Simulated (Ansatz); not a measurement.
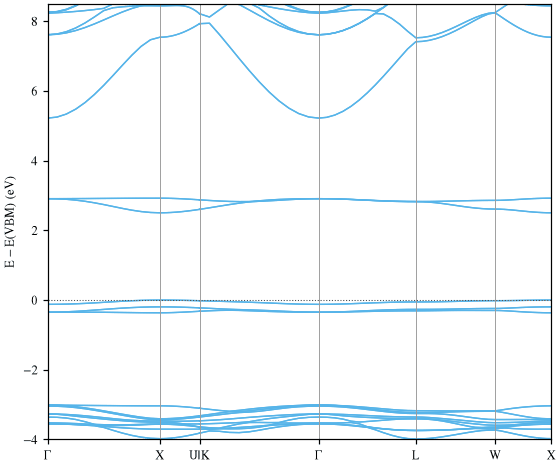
Band structure from plane-wave PAW r²SCAN with spin–orbit coupling (Ansatz code)

Task: Read off the gap and where the band edges lie.

Result: About 2.5 eV (2.50 eV by a search for the band edges); maximum at X, minimum at X.

The material is Rb2NaRhF6 in space group Fm-3m (No. 225; Rb on 8c, Na on 4b, Rh on 4a, F on 24e).

The first step of the workflow began from a Materials Project structure, measured or hypothetical; the Crystallography Open Database files this formula in space group No. 225, but the cells were not matched. Its standing as an ambient phase is unchecked. The cell was relaxed with r²SCAN under the symmetry of its start; whether a distortion lowers the energy is not shown. The run is not spin-polarised.

Potentials: the later of the program's two PAW sets.
